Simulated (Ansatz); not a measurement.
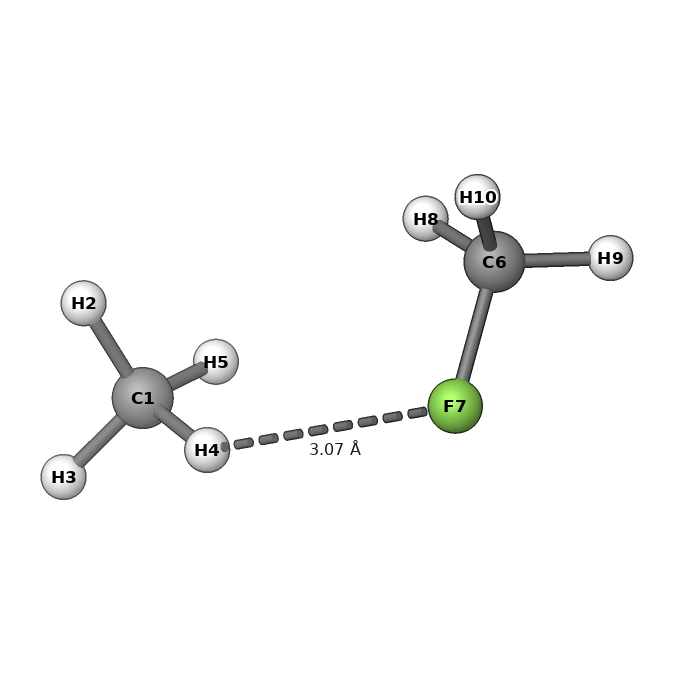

Two molecules or ions; the broken line marks their closest contact (measured against van der Waals radii). Geometry: a pair of rigid molecules at a changed separation. Program: Ansatz 0.2.0.

Which two species are they?

CH4 and CH3F (`C.CF`).

Give the counterpoise-corrected interaction energy (kJ/mol, monomers kept as in the pair) with RHF-CCSD(T) (frozen core)/def2-TZVPPD.

| level | interaction energy (kJ/mol) |
| --- | --- |
| RHF-CCSD(T) (frozen core)/def2-TZVPPD | −2.4 |
